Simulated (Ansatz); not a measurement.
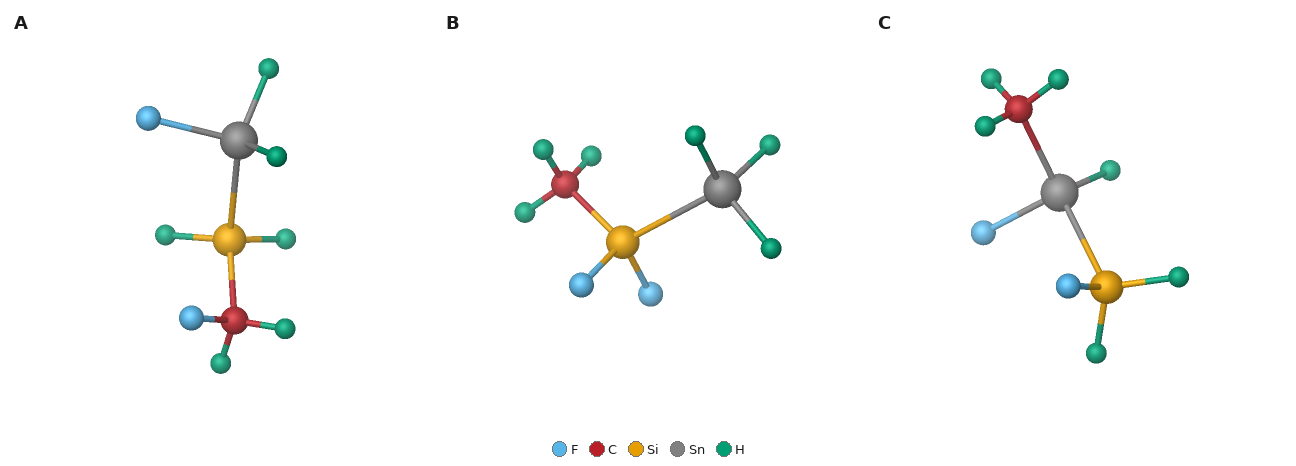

3 stationary structures of one formula. Geometries: PBE0-D4/def2-TZVP. Electronic energies: CCSD(T)/CBS (MP2 limit from def2-TZVPP and def2-QZVPP plus CCSD(T) − MP2) (Ansatz 0.2.0), without zero-point energy. No frequency run is at hand to confirm each as a minimum. Each is one conformer, not always the lowest.

**Which is lowest in energy, and by how much?**

B is lowest; C lies 113.9 kJ/mol above it, A lies 347.0 kJ/mol above it. A is `FC[SiH2][SnH2][F]`, B is `C[Si](F)(F)[SnH3]`, C is `[CH3][Sn@H]([F])[SiH2]F`.
